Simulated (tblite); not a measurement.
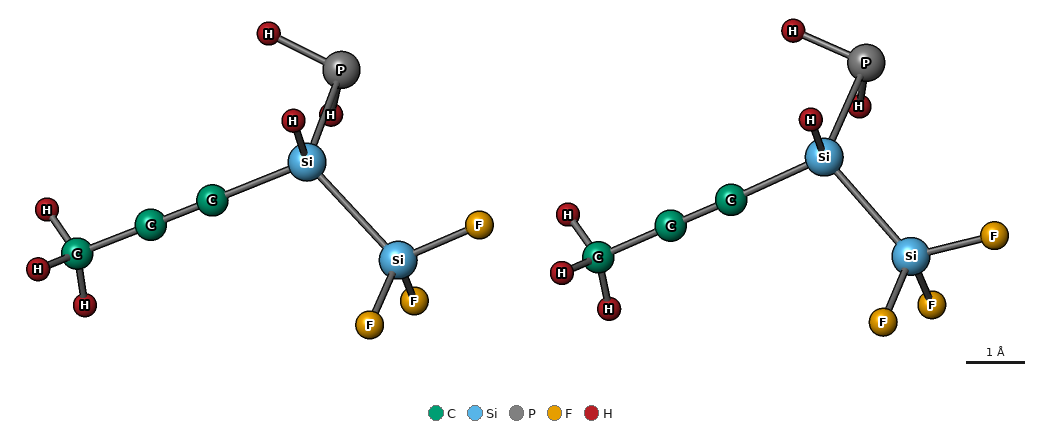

Two geometries of C₃H₆F₃PSi₂, drawn at one scale. One is the start of a relaxation, the other its converged end. Style: ball-and-stick. Shown at a tilt.

Method: tblite 0.8.0, GFN2-xTB geometry optimisation, gas phase. 

Q: Which of the two is the end point?

A: The right one is the relaxed one. Over 69 geometry steps the energy falls by 21.0 kJ/mol. The largest moves after the best rigid fit, 0.21 Å, are those of F and H atoms. Largest moves by element: H 0.21 Å, F 0.20 Å, Si 0.16 Å, P 0.15 Å, C 0.08 Å. Some distances before and after: Si–Si 2.319 → 2.282 Å, H–P 1.423 → 1.386 Å, H–Si 1.511 → 1.475 Å, F–Si 1.619 → 1.591 Å. Bond angles that change, for instance: Si–Si–F 110.7° → 118.0°, C–Si–P 105.7° → 112.7°, Si–Si–F 110.3° → 117.2°.
